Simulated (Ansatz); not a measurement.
**BP, pressure series**

Consider BP in the zinc blende structure (space group F-43m, No. 216).

```yaml
crystal:
  lattice:
    - [0.00000, 2.27424, 2.27424]
    - [2.27424, 0.00000, 2.27424]
    - [2.27424, 2.27424, 0.00000]
  atoms:
    - { symbol: P, position: [0.75000, 0.75000, 0.75000] }
    - { symbol: B, position: [0.00000, 0.00000, 0.00000] }
```

Cell and atoms are relaxed at each pressure.

Method: PBE in Ansatz (plane waves to 420 eV, PAW, without spin-orbit coupling).

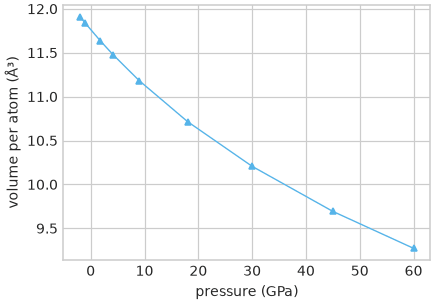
Fig. 1. Volume against pressure

### Question
Estimate the zero-pressure bulk modulus from the plot.

### Answer
About 160 GPa; a third-order Birch–Murnaghan fit to the points gives V₀ = 11.76 Å³/atom, B₀ = 163 GPa and B₀′ = 3.7.

Measured bulk modulus of BP: 176.5 GPa (static lattice; corrected from measurement; as listed in Tamar Goldzak et al., The Journal of Chemical Physics (2022)); the computed value is 8 % below it.

Load acts through the strain it causes; cell and atoms are relaxed under it. Stability against distortions was not tested. No other phases were tried under pressure.

Ansatz is a program for electronic structure.
